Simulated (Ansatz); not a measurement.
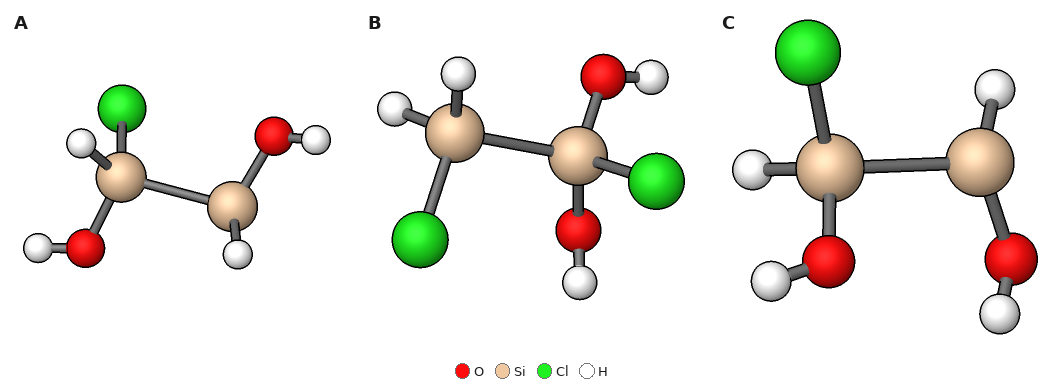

Simulated data, not a measurement (program: Ansatz).

Which panel belongs to which SMILES?
(1) O[Si](O)(Cl)[SiH2]Cl
(2) O[SiH][Si@H](O)Cl
(3) O[SiH][Si@@H](O)Cl

Answer. A is (2), B is (1), C is (3).
